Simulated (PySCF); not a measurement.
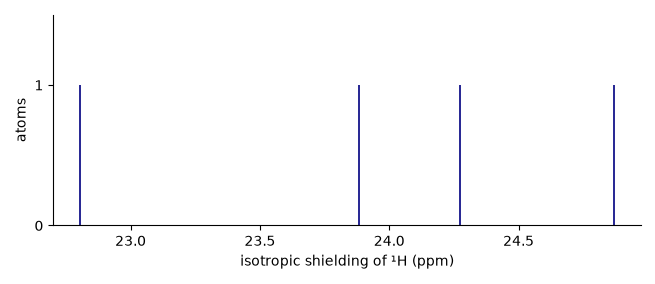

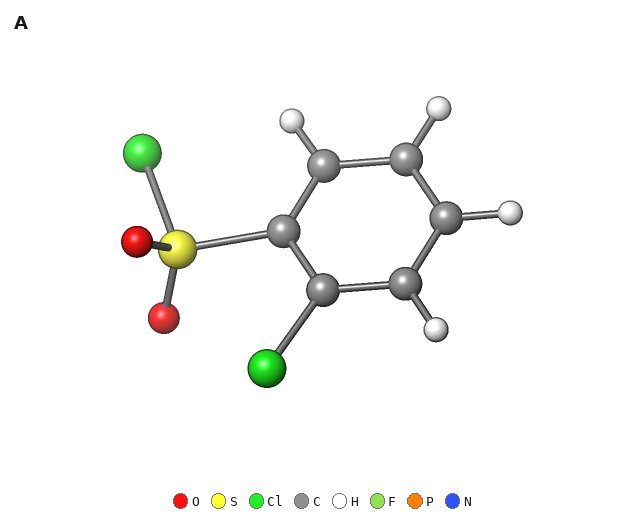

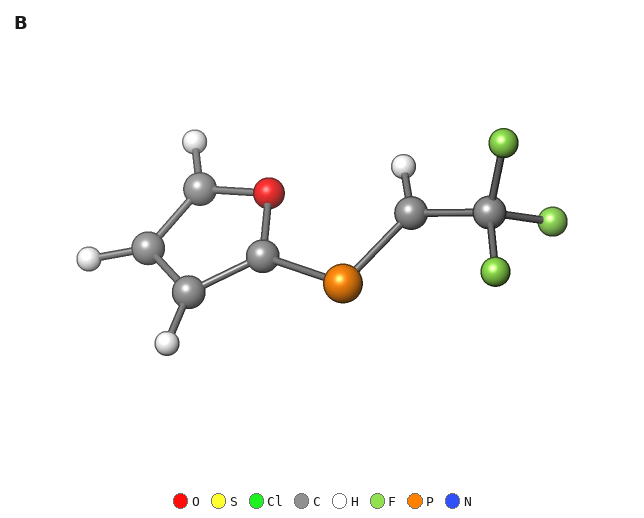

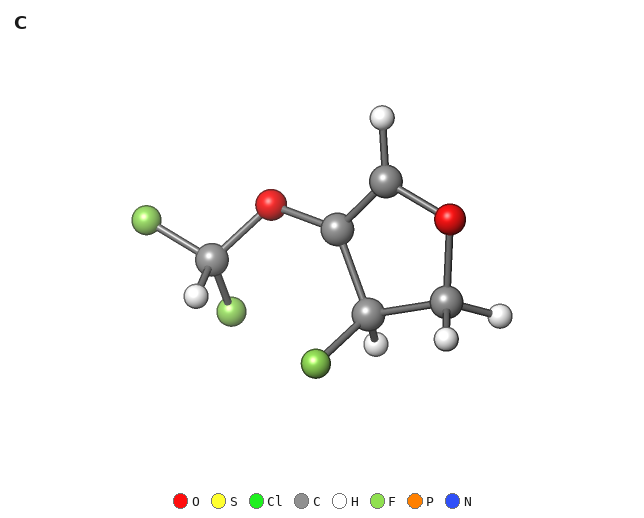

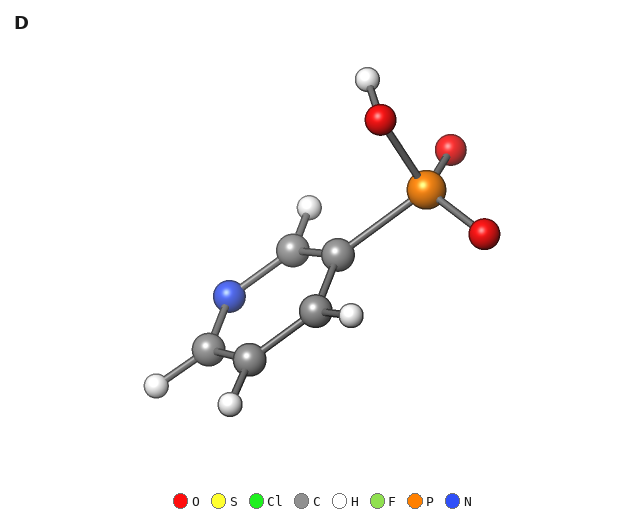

The sticks are computed shieldings of one of the molecules, for one fixed geometry (GFN2-xTB) without averaging over rotations. Low shielding means a high chemical shift. Method: GIAO PBE0/pcSseg-1 NMR shielding, non-relativistic, gas phase (PySCF 2.14.0).

Question: Match the spectrum to a structure.

Answer: B, `FC(F)(F)/C=P/c1ccco1`. Its 4 H atoms give lines at 22.80, 23.88, 24.27, 24.87 ppm.

The geometry is semi-empirical. Around P such bond lengths and angles can be off by a tenth of an ångström or more and by several degrees, and values that hang on the shape move with them.
